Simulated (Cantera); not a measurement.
A closed system holds: 1 mol BN, a varied amount of HCl, equilibrated at 1300 K and 5.60e-5 bar.

Method: chemical equilibrium by Gibbs-energy minimisation in Cantera with the NASA 1993 tables (ideal gas, pure condensed phases). Candidate condensed phases: B, BN, NH4Cl; 21 gas species. The tables' values for BCl2, BCl are old estimates; treat these amounts as uncertain. Gases not in the tables: BHCl2. Equilibrium is a limit: real reactors are often held back by kinetics, nucleation or transport.

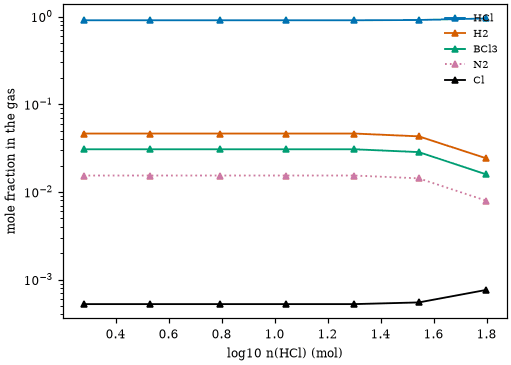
Equilibrium gas composition (values under 1e-9 drawn at 1e-9)

**Question.** Read off the mole fractions at 6.2 mol HCl.

**Answer.** HCl about 0.91, H2 about 0.046, BCl3 about 0.031, N2 about 0.015, Cl about 0.00053.
